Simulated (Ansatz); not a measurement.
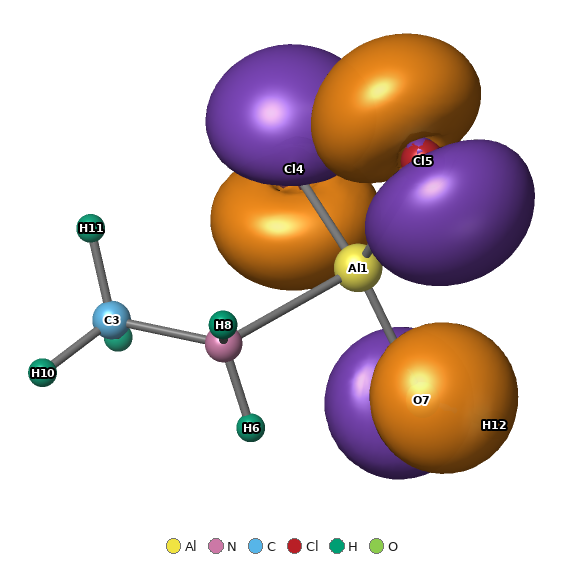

Figure. CH6AlCl2NO. The HOMO at ±0.1 Å⁻³ᐟ² (orange and purple are the two phases), seen across its widest extent.

The calculation used Ansatz, RKS LDA/6-31G.

Input file:

```
crystal:
  periodic: [false, false, false]
  atoms:
    - { symbol: Al, position_ang: [-0.374352, 0.691633, 1.420403] }
    - { symbol: "N", position_ang: [0.667954, -0.474724, 0.401177] }
    - { symbol: C, position_ang: [0.143886, -1.61672, -0.336106] }
    - { symbol: Cl, position_ang: [-2.516654, 0.429652, 1.221714] }
    - { symbol: Cl, position_ang: [0.536022, 2.022492, 2.860226] }
    - { symbol: H, position_ang: [0.527962, 1.211145, -1.180197] }
    - { symbol: O, position_ang: [0.088124, 2.073073, -1.373151] }
    - { symbol: H, position_ang: [1.68526, -0.468337, 0.533712] }
    - { symbol: H, position_ang: [-0.950629, -1.508045, -0.46304] }
    - { symbol: H, position_ang: [0.593324, -1.692391, -1.347363] }
    - { symbol: H, position_ang: [0.317059, -2.581298, 0.18382] }
    - { symbol: H, position_ang: [-0.717956, 1.91372, -1.921095] }
basis:
  gaussian: { orbitals: "6-31G" }
hamiltonian:
  xc: lda
relax:
  f_tol: 0.03
  max_steps: 50
output:
  orbitals: {}
```

Launched as:

```sh
ansatz run input.yaml --threads 2 --pin off --max-ram 3072MiB --backend cpu --events-out ev --progress --plain --runs-dir out
```

The fields are those of the run's last geometry, not of the input's.

Where does this orbital lie, and at what energy?

It lies mainly on Cl5 (about 35 %), O7 (about 30 %) and Cl4 (about 30 %); largely a combination of lone pairs on Cl5, O7 and Cl4. Its energy is −6.83 eV.
